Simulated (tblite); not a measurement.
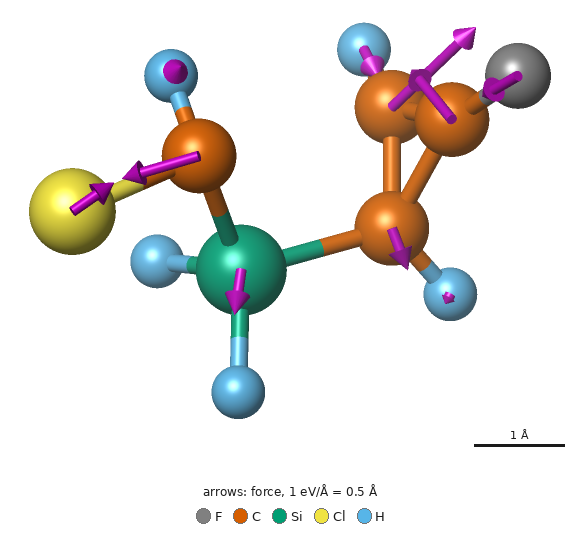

Starting geometry of C4H5ClFSi (multiplicity 2) with the computed forces as purple arrows. Style: ball-and-stick. Shown at a tilt.

These are results of GFN2-xTB geometry optimisation, gas phase (tblite), not measurements. 

Is this structure relaxed? If not, where do the atoms go?

It isn't relaxed: the largest force vector, on a C atom, is 3.10 eV/Å. The final displacements have little in common with the starting forces (cosine between the two patterns 0.26). The largest move after the best rigid fit is that of an H atom, 0.88 Å. Largest moves by element: H 0.88 Å, Cl 0.63 Å, C 0.32 Å, Si 0.15 Å, F 0.12 Å. Near-neighbour distances that change, for instance: C–Cl 1.774 → 1.688 Å, C–C 1.345 → 1.289 Å, C–C 1.492 → 1.542 Å, C–Si 1.855 → 1.892 Å. Bond angles that change, for instance: Si–C–H 106.1° → 125.2°, Si–C–Cl 107.4° → 121.8°, C–C–Si 111.8° → 121.9°. After 92 geometry steps the energy has fallen by 17.0 kcal/mol. The run took 0.49 s on 1 thread of Arm Neoverse V2 (shared host).
